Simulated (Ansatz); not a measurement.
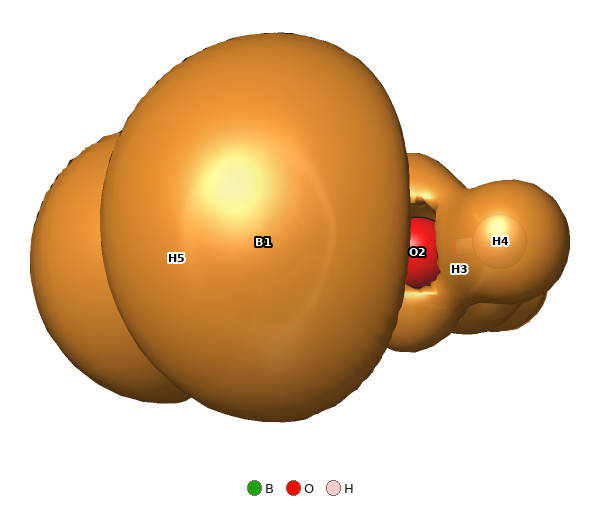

Figure 1: BH3O. Isosurface of the electron localisation function at 0.8 (orange), seen from one side. Only the valence region is drawn (cores and ρ < 0.01 e/Å³ removed).

All numbers below come from RKS LDA/def2-TZVP in Ansatz 0.2.0.

```xyz
5

B    -0.0850    0.1905   -0.5029
O     0.6508   -0.1158    0.7446
H     0.3772   -0.3753    1.7130
H     1.6167   -0.0563    0.6184
H    -1.2623    0.0755   -0.1765
```

Where are the electrons localised?

The ELF exceeds this value in one region around a hydrogen nucleus, one lobe on B, pointing away from the bonds (lone pairs) and one joined region spread over several atoms (H, O), in which their bonds and any lone pairs are merged. Along the contacts the grid gives the following. B–O (1.48 Å): the ELF peaks at about 0.90 between the atoms; a polar covalent bond. O–H (0.98 Å): the ELF climbs to about 1 towards the hydrogen, as it does in any bond to H; an ordinary covalent bond to hydrogen.
